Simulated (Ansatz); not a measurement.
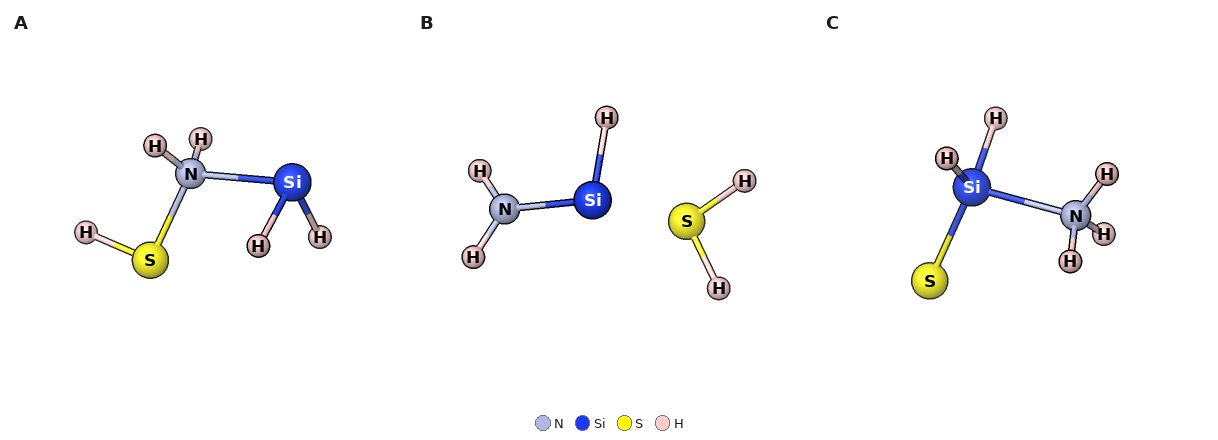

3 stationary structures of one formula. Geometries: PBE0-D4/def2-TZVP. Electronic energies: RHF-CCSD(T) (frozen core)/def2-TZVPP (Ansatz 0.2.0), without zero-point energy. No frequency run is at hand to confirm each as a minimum. Each is one conformer, not always the lowest.

Which structure is the most stable?

Answer. C is lowest (Cs); B lies 1.609 eV above it (C1), A lies 3.007 eV above it (Cs).
